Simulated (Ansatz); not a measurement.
Ag (fcc, Cu type)

Space group Fm-3m (No. 225); a = b = c = 4.054 Å, α = β = γ = 90.00°

```tsv
atom	site	symmetry	x	y	z
Ag	4a	m-3m	0.0000	0.0000	0.0000
```
(The calculation used a cell of 1 atom; values per cell refer to that cell.)

Equation-of-state scan: isotropic scaling of the cell above, V₀ being its volume. Symmetry pins the atoms to their sites.

Level of theory: PBEsol (plane waves to 420 eV, PAW, scalar-relativistic; Ansatz, a first-principles code). k mesh 21×21×21 (Γ-centred), Fermi-Dirac smearing 0.05 eV. Energies are smeared free energies. Ag was relaxed with its symmetry unable to fall. The zero of ΔE is the relaxed starting cell.

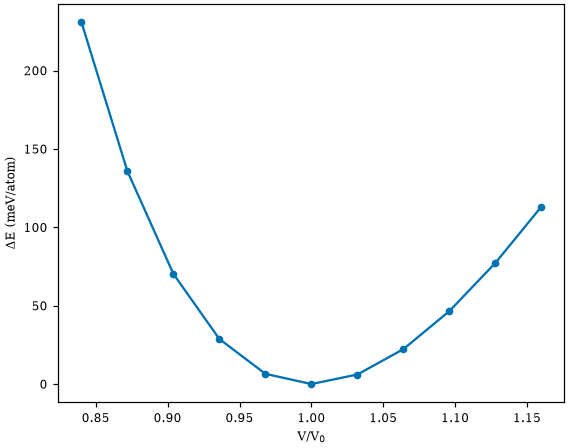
Fig. 1. ΔE (meV/atom) against V/V₀; one marker a computed point.

Question: What is ΔE at V/V₀ = 1.160?

Answer: About 110 meV/atom.

Question: What is ΔE at V/V₀ = 0.840?

Answer: About 230 meV/atom.

Question: What bulk modulus B₀ follows from a third-order Birch-Murnaghan fit?

Answer: About 120 GPa.

(A scan under strain: stresses follow from slopes of the energy per volume, elastic moduli from its curvatures.)
